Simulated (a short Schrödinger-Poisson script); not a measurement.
System: symmetric double-gate stack, SiO2 on p-type InP, at 400 K.

```tsv
layer	material	thickness (nm)	Na (cm⁻³)
1	SiO2	1.1	-
2	InP	20	2e15
3	SiO2	1.1	-
```

Constants are typed, rounded textbook-type inputs, not results; the design itself was drawn at random and stands for no fabricated device. SiO2: permittivity 3.9, conduction-band edge (eV) 3.48, gap (eV) 9, electron mass (mₑ) 0.5. InP: permittivity 12.5, conduction-band edge (eV) 0, gap (eV) 1.344, Nv at 300 K (cm⁻³) 1.1e19.

Channel valleys (confinement mass, in-plane density-of-states mass, number): Γ 0.08, 0.08, 1. At the gates, both at one voltage, the conduction-band edge of layer 1 lies 3.61 eV − eVg above the Fermi level of the channel. Gaps are held at their typed values at every temperature. Mesh 0.03 nm at interfaces.

Solved with a short Schrödinger-Poisson script written for these runs: 1D Poisson equation in equilibrium, electrons quantum, Hartree plus LDA exchange-correlation (BenDaniel-Duke, 12 states a valley, the channel's in-plane mass for all, wave functions ending at the dielectric), parabolic valleys, classical holes, full ionisation, no traps, pinning or gate leakage.

Only gate voltages with over 1e8 electrons/cm² are shown.

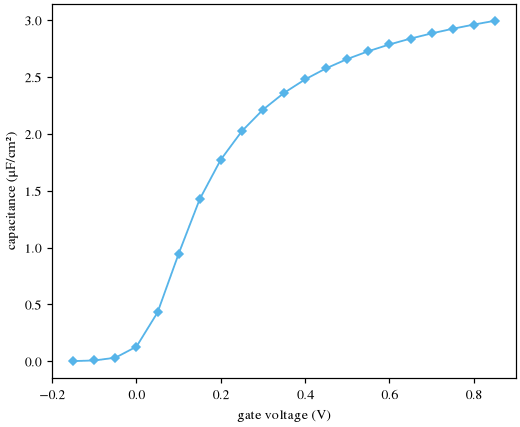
Quasi-static capacitance against gate voltage

```
Vg (V)  electrons (cm⁻²)  C (μF/cm²)  Γ E0 (meV)  Γ E1 (meV)
------  ----------------  ----------  ----------  ----------
-0.15             3.55e8     < 0.003       291.0       326.3
-0.1              1.54e9     0.00732       240.5       275.8
-0.05             6.64e9      0.0315       190.0       225.3
0                2.81e10       0.129       140.1       175.4
0.05             1.07e11       0.430        93.5       128.2
0.1              3.18e11       0.945        54.8        88.1
0.15             6.89e11        1.43        26.1        56.8
0.2              1.19e12        1.77         4.8        32.2
0.25             1.78e12        2.02       -12.0        12.1
0.3              2.45e12        2.21       -26.1        -5.2
0.35             3.16e12        2.36       -38.6       -20.6
0.4              3.92e12        2.48       -50.0       -34.7
0.45             4.70e12        2.58       -60.8       -47.8
0.5              5.52e12        2.66       -71.2       -60.2
0.55             6.36e12        2.73       -81.4       -72.1
0.6              7.22e12        2.79       -91.4       -83.7
0.65             8.10e12        2.84      -101.4       -95.0
0.7              8.99e12        2.88      -111.4      -106.1
0.75             9.90e12        2.92      -121.5      -117.0
0.8              1.08e13        2.96      -131.5      -127.8
0.85             1.17e13        2.99      -141.6      -138.5
```

Subbands count from the Fermi level. The capacitance is that of both gates.

Above a few 1e12 electrons/cm² a light Γ valley is non-parabolic and upper valleys begin to fill, which the model leaves out.
